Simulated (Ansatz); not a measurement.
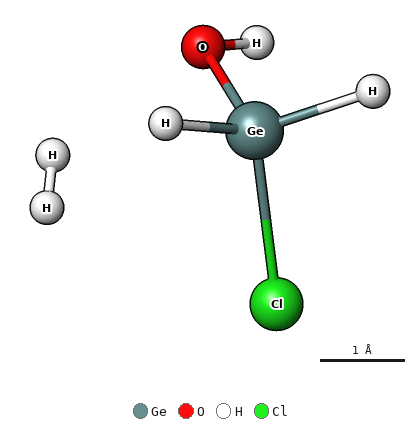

**Figure 1.** The structure as given in the input (ball-and-stick view, seen at a tilt). Sticks mark near contacts. Bond lengths as drawn: Cl–Ge 2.18 Å, Ge–H 1.54 to 1.55 Å, Ge–O 1.78 Å, H–H 0.72 Å and H–O 0.97 Å.

# Run report: GeH5ClO, geometry relaxation (part 1 of 2)

- system: GeH5ClO
- method: RKS PBE/def2-SVP (Ansatz 0.2.0)

It belongs to a series of runs on one base structure; here: end point A relaxed.

The input:
```yaml
crystal:
  periodic: [false, false, false]
  atoms:
    - { symbol: Ge, position_ang: [-0.141602, 0.135601, 0.058492] }
    - { symbol: O, position_ang: [-0.157018, 0.05315, 1.836473] }
    - { symbol: H, position_ang: [-1.056857, 0.147317, 2.193793] }
    - { symbol: H, position_ang: [1.339574, 0.075807, -0.360082] }
    - { symbol: H, position_ang: [-0.883688, 1.401532, -0.445182] }
    - { symbol: Cl, position_ang: [-1.24633, -1.549025, -0.786558] }
    - { symbol: H, position_ang: [1.117722, -2.167334, 0.905245] }
    - { symbol: H, position_ang: [1.026899, -1.792448, 1.51302] }
basis:
  gaussian: { orbitals: def2-SVP }
hamiltonian:
  xc: pbe
relax:
  f_tol: 0.03
  max_steps: 50
output:
  orbitals: {}
```

Run as:
```bash
ansatz run input.yaml --threads 2 --pin off --max-ram 3072MiB --backend cpu --events-out ev --progress --plain --runs-dir out
```

The program's output:
```
The last accepted step is kept in [file] (removed where the run ends without a failure and the disk answers)
Engine: ansatz 0.2.0, aarch64-unknown-linux-gnu
Functional definition: PBE
  parameter kappa = 0.804
  parameter beta = 0.06672455060314922
  exchange = pbe_x(kappa = kappa, mu = beta*pi^2/3)
  correlation = pbe_c(beta = beta)
979 factors; their error is unknown
mean field evaluation 1: about -71135.4562 eV, gradient 5.8e1 eV
mean field evaluation 2: about -71082.4514 eV, gradient 1.6e2 eV
mean field evaluation 4: about -71140.9097 eV, gradient 1.1e1 eV
mean field evaluation 8: about -71141.1610 eV, gradient 1.3e-1 eV
mean field evaluation 16: about -71141.1077 eV, gradient 3.0e-5 eV
mean field -71141.10772553 eV, -2614.3874877387 hartree, gradient 3.0e-5 eV, S^2 0.000000; 0 other end points of the search recorded, 0 dependent functions left out
the calculation of the forces begins
reference -71141.10775681 eV, -2614.3874888880 hartree; 31, 31 occupied and 58, 58 virtual orbitals, 979 factors
relax step   1: F+E_penalty+E_count = -71141.10772553 eV  Δ(F+E_penalty+E_count) = +0.000e0 eV  max|allowed force component| = 1.624e0 eV/Å  Δτ_max = 0.0000 Å  (25 SCF iters, accepted)
these checks for a lower state are left out or cut short: starts, cluster_reference, orbital_swaps, neighbouring_geometries, increment
979 factors; their error is unknown
mean field -71141.22985327 eV, -2614.3919758500 hartree, gradient 7.0e-6 eV, S^2 0.000000; 0 other end points of the search recorded, 0 dependent functions left out
[... from here on the field's lines of each further geometry are left out, up to the last ...]
relax step   2: F+E_penalty+E_count = -71141.22985327 eV  Δ(F+E_penalty+E_count) = -1.221e-1 eV  max|allowed force component| = 1.977e-1 eV/Å  Δτ_max = 0.1985 Å  (26 SCF iters, accepted)
relax step   3: F+E_penalty+E_count = -71141.26610281 eV  Δ(F+E_penalty+E_count) = -3.625e-2 eV  max|allowed force component| = 5.797e-2 eV/Å  Δτ_max = 0.1913 Å  (24 SCF iters, accepted)
relax step   4: F+E_penalty+E_count = -71141.27604532 eV  Δ(F+E_penalty+E_count) = -9.943e-3 eV  max|allowed force component| = 3.182e-1 eV/Å  Δτ_max = 0.1950 Å  (27 SCF iters, accepted)
relax step   5: F+E_penalty+E_count = -71141.28380853 eV  Δ(F+E_penalty+E_count) = -7.763e-3 eV  max|allowed force component| = 6.419e-2 eV/Å  Δτ_max = 0.1032 Å  (27 SCF iters, accepted)
relax step   6: F+E_penalty+E_count = -71141.28787223 eV  Δ(F+E_penalty+E_count) = -4.064e-3 eV  max|allowed force component| = 6.669e-2 eV/Å  Δτ_max = 0.1052 Å  (25 SCF iters, accepted)
relax step   7: F+E_penalty+E_count = -71141.28978583 eV  Δ(F+E_penalty+E_count) = -1.914e-3 eV  max|allowed force component| = 4.934e-1 eV/Å  Δτ_max = 0.1913 Å  (25 SCF iters, accepted)
relax step   8: F+E_penalty+E_count = -71141.29860140 eV  Δ(F+E_penalty+E_count) = -8.816e-3 eV  max|allowed force component| = 1.956e-1 eV/Å  Δτ_max = 0.0753 Å  (25 SCF iters, accepted)
relax step   9: F+E_penalty+E_count = -71141.29519287 eV  Δ(F+E_penalty+E_count) = +3.409e-3 eV  max|allowed force component| = 2.700e-1 eV/Å  Δτ_max = 0.1468 Å  (27 SCF iters, rejected (line search))
relax step  10: F+E_penalty+E_count = -71141.30143512 eV  Δ(F+E_penalty+E_count) = -2.834e-3 eV  max|allowed force component| = 9.966e-2 eV/Å  Δτ_max = 0.0716 Å  (24 SCF iters, accepted)
relax step  11: F+E_penalty+E_count = -71141.30607087 eV  Δ(F+E_penalty+E_count) = -4.636e-3 eV  max|allowed force component| = 1.044e-1 eV/Å  Δτ_max = 0.0970 Å  (23 SCF iters, accepted)
relax step  12: F+E_penalty+E_count = -71141.30931887 eV  Δ(F+E_penalty+E_count) = -3.248e-3 eV  max|allowed force component| = 1.793e-1 eV/Å  Δτ_max = 0.1444 Å  (24 SCF iters, accepted)
relax step  13: F+E_penalty+E_count = -71141.31123370 eV  Δ(F+E_penalty+E_count) = -1.915e-3 eV  max|allowed force component| = 2.185e-1 eV/Å  Δτ_max = 0.0817 Å  (24 SCF iters, accepted)
relax step  14: F+E_penalty+E_count = -71141.31348600 eV  Δ(F+E_penalty+E_count) = -2.252e-3 eV  max|allowed force component| = 2.253e-1 eV/Å  Δτ_max = 0.0892 Å  (23 SCF iters, accepted)
relax step  15: F+E_penalty+E_count = -71141.31601591 eV  Δ(F+E_penalty+E_count) = -2.530e-3 eV  max|allowed force component| = 1.812e-1 eV/Å  Δτ_max = 0.1077 Å  (23 SCF iters, accepted)
relax step  16: F+E_penalty+E_count = -71141.31753460 eV  Δ(F+E_penalty+E_count) = -1.519e-3 eV  max|allowed force component| = 1.197e-1 eV/Å  Δτ_max = 0.0896 Å  (23 SCF iters, accepted)
relax step  17: F+E_penalty+E_count = -71141.31815499 eV  Δ(F+E_penalty+E_count) = -6.204e-4 eV  max|allowed force component| = 7.864e-2 eV/Å  Δτ_max = 0.0541 Å  (24 SCF iters, accepted)
relax step  18: F+E_penalty+E_count = -71141.31820169 eV  Δ(F+E_penalty+E_count) = -4.670e-5 eV  max|allowed force component| = 5.172e-2 eV/Å  Δτ_max = 0.0538 Å  (23 SCF iters, accepted)
the calculation of the forces begins
reference -71141.31859929 eV, -2614.3952372063 hartree; 31, 31 occupied and 58, 58 virtual orbitals, 979 factors
relax step  19: F+E_penalty+E_count = -71141.31856466 eV  Δ(F+E_penalty+E_count) = -3.630e-4 eV  max|allowed force component| = 2.857e-2 eV/Å  Δτ_max = 0.0119 Å  (25 SCF iters, accepted)
979 factors; their error is unknown
mean field evaluation 128: about -71141.3186 eV, gradient 2.5e-2 eV
```

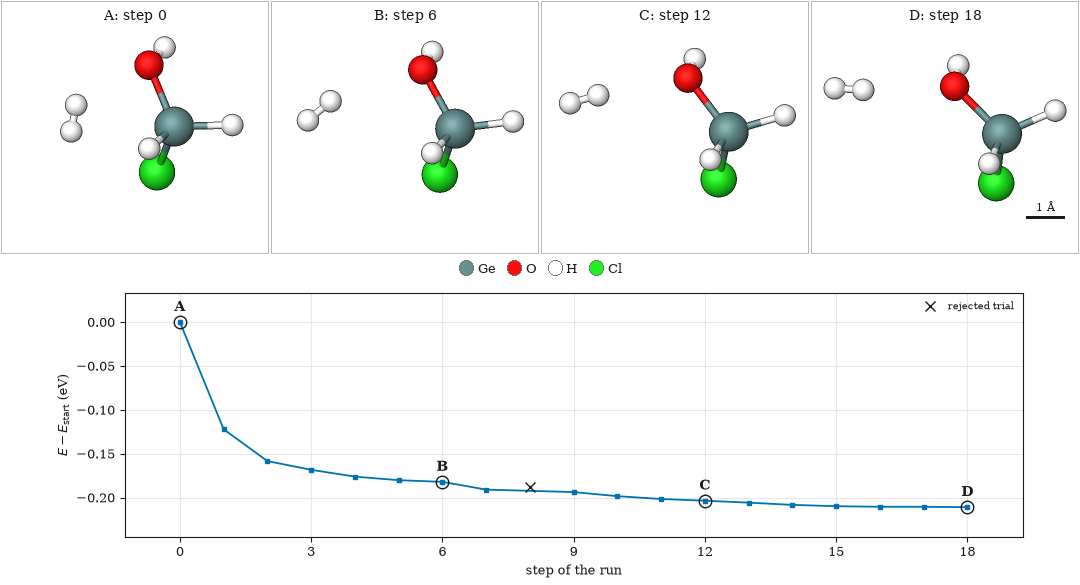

**Figure 2.** Frames of the relaxation (ball-and-stick view, seen on its broad side) above the curves, on which the letters mark them (the first geometry is step 0 here and step 1 in the log).

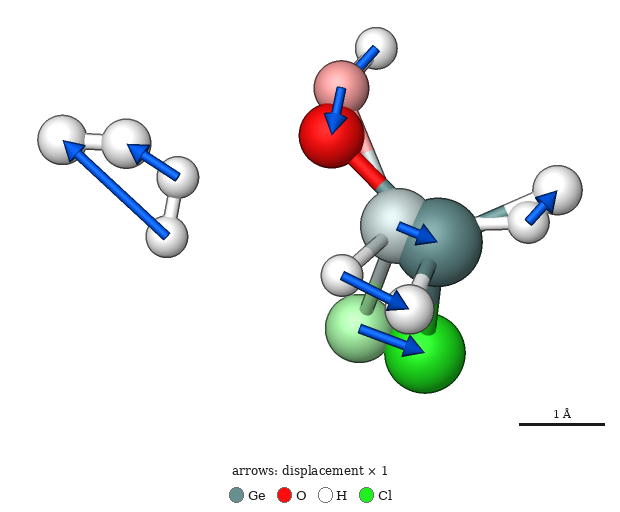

**Figure 3.** Start (faint) and end (solid) with the displacements as blue arrows, at true length (ball-and-stick view, seen on its broad side). The two geometries are laid on each other by the best rigid fit. Over 18 geometry steps the energy falls by 0.211 eV. Largest force component: 1.6 eV/Å at the start, 0.029 eV/Å at the end. The line search rejected the trial step at point 8 (counted from 0) and went back. The atom that moves furthest after the best rigid fit is H7 (1.70 Å). By element the largest moves are H 1.70 Å, Cl 0.83 Å, O 0.59 Å, Ge 0.52 Å. Among the contacts that change: H7–H8 0.720 → 0.771 Å, Ge1–O2 1.780 → 1.793 Å. (Atoms are counted from 1 in the order of the input.)

```
mean field -71141.31856466 eV, -2614.3952359338 hartree, gradient 6.4e-5 eV, S^2 0.000000; 1 other end points of the search recorded, 0 dependent functions left out
the calculation of the forces begins
reference -71141.31859929 eV, -2614.3952372063 hartree; 31, 31 occupied and 58, 58 virtual orbitals, 979 factors
Total energy: -71141.31859929 eV, -2614.3952372063 hartree
Atom 0 at    -0.360050     0.483156    -0.257800 Å, force    -0.001284     0.000515    -0.018080 eV/Å
Atom 1 at     0.112423    -0.169617     1.344412 Å, force    -0.006739    -0.005098     0.002184 eV/Å
Atom 2 at    -0.665775    -0.340482     1.908587 Å, force     0.003313     0.001566    -0.000511 eV/Å
Atom 3 at     0.972838     0.640706    -1.014434 Å, force     0.001599     0.001057     0.002348 eV/Å
Atom 4 at    -1.207324     1.773333    -0.110505 Å, force    -0.000160    -0.000690     0.005312 eV/Å
Atom 5 at    -1.616827    -0.959846    -1.307994 Å, force     0.003227     0.002306     0.007571 eV/Å
Atom 6 at     1.521259    -2.890354     2.321599 Å, force    -0.011842     0.028573    -0.013494 eV/Å
Atom 7 at     1.242157    -2.232295     2.031338 Å, force     0.011885    -0.028229     0.014669 eV/Å
Dipole moment:    -0.113538     0.332517     0.123574 e Å
```

Trajectory as extended XYZ (Å, eV, eV/Å), 19 frames, from step=1 to step=19:
```
8
Properties=species:S:1:pos:R:3:forces:R:3 step=1 energy=-71141.10773
Ge   -0.1416    0.1356    0.0585   -0.0962   0.2177  -0.4318
O    -0.1570    0.0532    1.8365    0.0387   0.1566   0.2873
H    -1.0569    0.1473    2.1938   -0.1307   0.0201   0.0561
H     1.3396    0.0758   -0.3601   -0.0239  -0.0316   0.0120
H    -0.8837    1.4015   -0.4452   -0.0240   0.0215   0.0327
Cl   -1.2463   -1.5490   -0.7866   -0.0118  -0.0014  -0.0418
H     1.1177   -2.1673    0.9052    0.3923  -1.2046  -1.5385
H     1.0269   -1.7924    1.5130   -0.1444   0.8217   1.6240
8
Properties=species:S:1:pos:R:3:forces:R:3 step=2 energy=-71141.22985
Ge   -0.1752    0.1856    0.0401   -0.0247   0.0754  -0.1977
O    -0.1818    0.1302    1.8269   -0.0132   0.0066   0.1256
H    -1.0873    0.1724    2.1880    0.0004  -0.0011  -0.0116
H     1.3084    0.0939   -0.3680   -0.0338   0.0094   0.0232
H    -0.9172    1.4495   -0.4584   -0.0341   0.0442  -0.0291
Cl   -1.2612   -1.5148   -0.8038   -0.0100   0.0377   0.0149
H     1.2286   -2.3281    0.9405    0.0705  -0.1149   0.0287
H     1.0843   -1.8841    1.5500    0.0449  -0.0573   0.0460
8
Properties=species:S:1:pos:R:3:forces:R:3 step=3 energy=-71141.26610
Ge   -0.2102    0.2454    0.0051    0.0039  -0.0502  -0.0388
O    -0.1894    0.1370    1.7930   -0.0324   0.0508   0.0385
H    -1.0897    0.1695    2.1693    0.0182  -0.0075  -0.0207
H     1.2722    0.1472   -0.4029   -0.0134   0.0148  -0.0062
H    -0.9565    1.5127   -0.4808   -0.0202   0.0336   0.0055
Cl   -1.3010   -1.4557   -0.8284   -0.0068   0.0330  -0.0088
H     1.3199   -2.4637    1.0399    0.0392  -0.0580   0.0295
H     1.1535   -1.9878    1.6200    0.0115  -0.0165   0.0010
8
Properties=species:S:1:pos:R:3:forces:R:3 step=4 energy=-71141.27605
Ge   -0.2328    0.2787   -0.0098   -0.0130   0.0258  -0.0126
O    -0.2037    0.1844    1.7802   -0.0597  -0.0373   0.0151
H    -1.1055    0.1759    2.1569    0.0671  -0.0028  -0.0365
H     1.2491    0.1843   -0.4194   -0.0025   0.0003  -0.0099
H    -0.9818    1.5481   -0.4900   -0.0077   0.0161  -0.0043
Cl   -1.3299   -1.4160   -0.8450    0.0017   0.0149   0.0136
H     1.4194   -2.6072    1.1268   -0.1187   0.3012   0.2888
H     1.1838   -2.0436    1.6156    0.1329  -0.3182  -0.2543
8
Properties=species:S:1:pos:R:3:forces:R:3 step=5 energy=-71141.28381
Ge   -0.2510    0.3094   -0.0305    0.0026   0.0035  -0.0001
O    -0.2012    0.1811    1.7567   -0.0344  -0.0129   0.0059
H    -1.0980    0.1599    2.1430    0.0355  -0.0017  -0.0217
H     1.2273    0.2194   -0.4531    0.0029   0.0012  -0.0183
H    -1.0031    1.5845   -0.4941   -0.0044   0.0025   0.0160
Cl   -1.3548   -1.3797   -0.8657   -0.0029   0.0071  -0.0022
H     1.4621   -2.6683    1.1982   -0.0161   0.0502   0.0642
H     1.2174   -2.1018    1.6608    0.0168  -0.0500  -0.0439
```
